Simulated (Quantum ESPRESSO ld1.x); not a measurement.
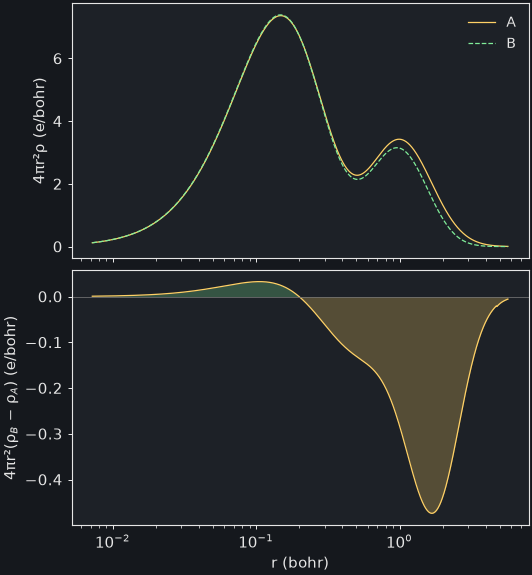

Two charge states of nitrogen were computed: N in [He] 2s2 2p3; N⁺ in [He] 2s2 2p2. Level of theory: scalar-relativistic Kohn-Sham, PBEsol, spin-unpolarised, spherical densities, point nucleus. Computed with Quantum ESPRESSO ld1.x 7.5.

The plot shows both radial densities and the radial density of run B less that of run A; on the logarithmic r axis, areas aren't charges.

**Assign A and B and describe the change of the density.**

A is N in [He] 2s2 2p3; B is N⁺ in [He] 2s2 2p2. B holds hardly more charge than A anywhere and 1.0 electrons fewer where it is negative (most at r = 1.7 bohr), a net change of −1. The energy of B less that of A is 13.5 eV.
